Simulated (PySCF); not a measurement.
BeO

```tsv
atom	x (Å)	y (Å)	z (Å)
Be	0.0000	0.0000	-0.8571
O	0.0000	0.0000	0.4829
```

Method: PBE0/aug-cc-pVDZ(-PP), non-relativistic Hamiltonian with scalar-relativistic core potentials where named, at a bond length of 1.340 Å (PySCF).

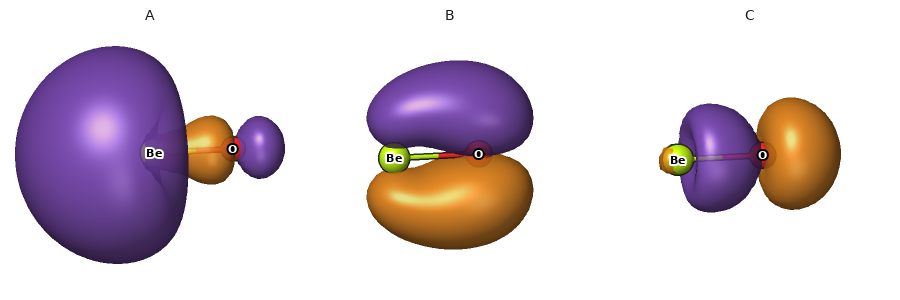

Figure 1. Three frontier orbitals, each drawn at the value that holds 80 % of its norm (orange and purple are the two phases), in no order; of a degenerate pair one member is drawn.

> Name the orbitals and rank them from lowest to highest energy.

Orbital C: σ, occupied, −8.45 eV; mainly on O (85 %).
Orbital B: π, occupied, −7.40 eV; mainly on O (75 %).
Orbital A: σ, empty, −4.07 eV; mainly on Be (95 %).

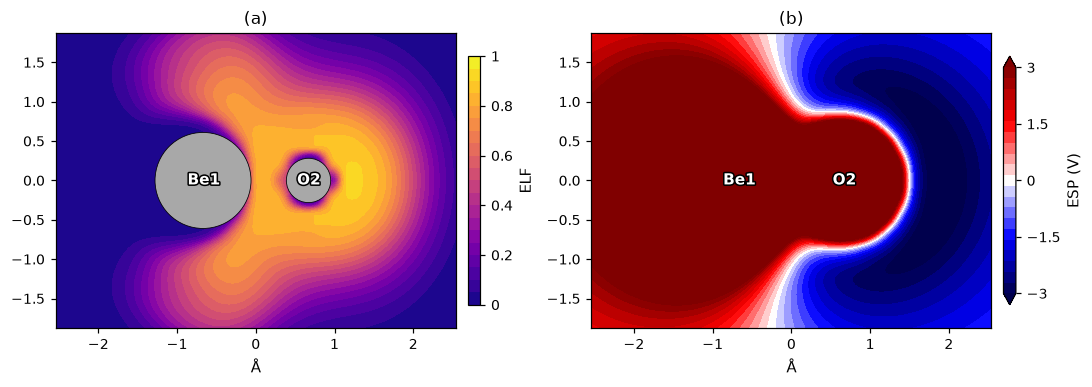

Figure 2. (a) electron localisation function; (b) electrostatic potential on a plane that holds the molecular axis. Grey discs cover the atomic cores in the ELF map.

> Interpret the plot.

The plane passes through Be and O nuclei.
Be–O (1.34 Å): the ELF peaks at about 0.85 in the valence shell of O, 0.6 Å from its nucleus, and is about 0.75 at the midpoint.
The ELF also peaks beside O2, away from the bonds: lone-pair regions.
Outside the dense part of the molecule the potential is most negative (−3.4 V) near O2.

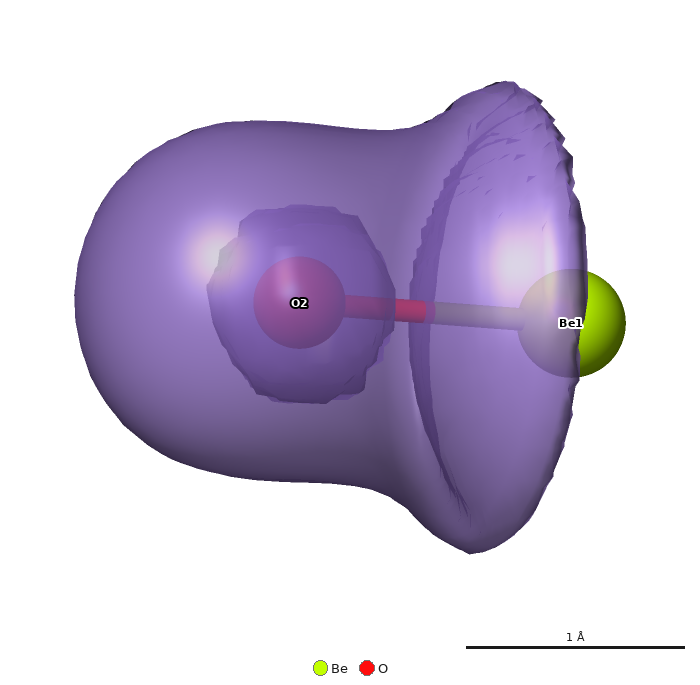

Figure 3. Isosurface of the electron localisation function at 0.75 (purple), seen from one side. Core shells and regions of very low density are left out.

> Where are the electrons localised?

The ELF exceeds this value in one region wrapped around O (its valence shell).
